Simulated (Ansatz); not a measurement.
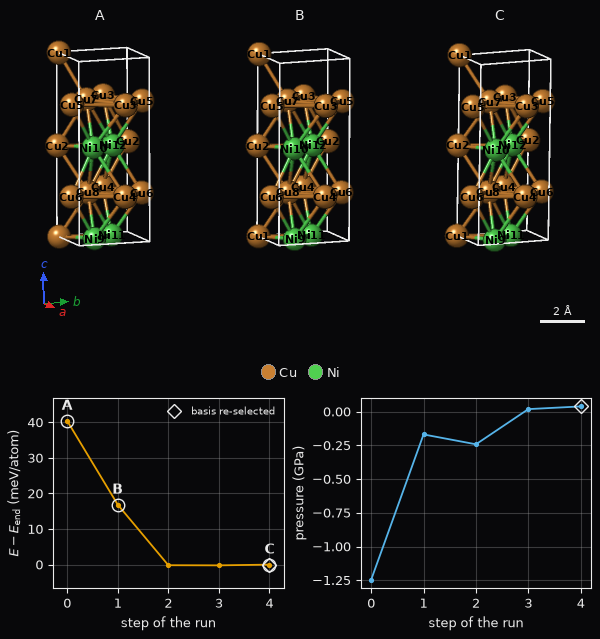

Frames of a relaxation of a crystal of Cu₂Ni (a generated structure, set up in P1) (coarse preliminary run), marked on the history of the run. A ball-and-stick model of the cell of the calculation, reduced to other axes, seen slightly off an axis. Lengths and directions refer to the drawn axes.

Theory: DFT PBE, scalar-relativistic, plane waves, PAW in Ansatz 0.2.0. Settings: plane-wave cutoff 420 eV; k-point mesh 6 × 6 × 4; occupations gaussian; smearing width 0.2 eV; no spin polarisation; cell and atoms relaxed; force threshold 0.025 eV/Å; at most 60 steps.

What happens along the run?

Answer. After 3 accepted moves (4 points after the start) the energy has fallen by 40.4 meV per atom. The largest force component goes from 1 to 0.00062 eV/Å. Pressure: −1.25 GPa at the start and 0.04 GPa at the end. The SCF was repeated once at an unchanged geometry on a basis and grid sized afresh for the cell, which shifted the energy by 0.2 meV per atom at most. Ni9 moves most relative to the cell: 0.12 Å along [0 2 −3]. By element the largest moves are Ni 0.12 Å, Cu 0.11 Å. The drawn cell changes as follows: a 4.356 → 4.381 Å (+0.6 %), b 4.365 → 4.382 Å (+0.4 %), c 8.490 → 8.335 Å (−1.8 %), α 91.4° → 90.0°, β 90.5° → 90.0°, γ 118.7° → 120.0°; the volume changes by −2.1 %. Near-neighbour distances that change, for instance: Ni10–Ni12 2.737 → 2.530 Å, Cu3–Ni9 2.744 → 2.539 Å, Cu1–Cu4 2.741 → 2.555 Å, Cu4–Ni10 2.717 → 2.539 Å. The space group (tolerance 0.01 Å) goes from P1 (No. 1) to P-62m (No. 189). The run took 4.7 min on 4 threads of Intel(R) Xeon(R) Processor @ 2.70GHz (shared host), peak memory 1.5 GiB. From step 0 to 1: Ni9 moves most (0.05 Å), volume −1.4 %, energy −23.6 meV per atom. From step 1 to 4: Ni10 moves most (0.08 Å), volume −0.7 %, energy −16.9 meV per atom.
